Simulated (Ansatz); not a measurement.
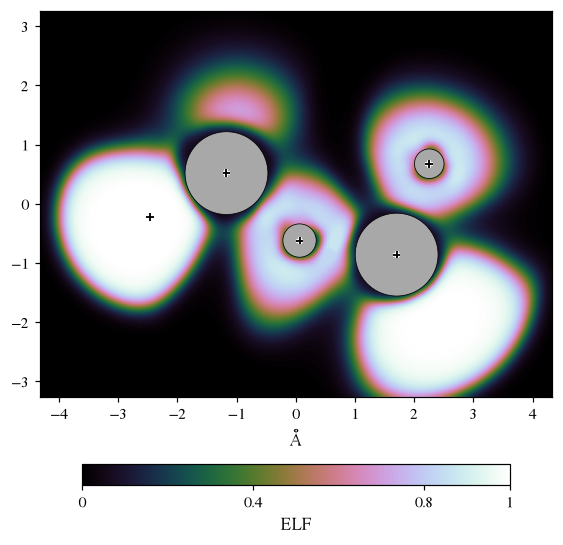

The ELF on a plane through atoms (crosses mark nuclei in the plane; grey discs cover the cores).

These are results of isolated molecule in a Gaussian basis; Kohn-Sham density functional theory, functional PBE0 in Ansatz, not measurements.

Candidates:
A. FH₂OSi₂ (doublet)
B. CHS₂ (doublet)
C. BNO

**Which candidate gave the map?**

Candidate A: FH₂OSi₂ on the plane of atoms Si3, O2 and Si4, which holds F, O, Si and H. Si–F (1.63 Å): the ELF peaks at about 0.85 in the valence shell of F, 0.5 Å from its nucleus, and is about 0.50 at the midpoint. Si–O (1.66 Å): the ELF peaks at about 0.85 between the atoms; a shared but strongly polarised pair.
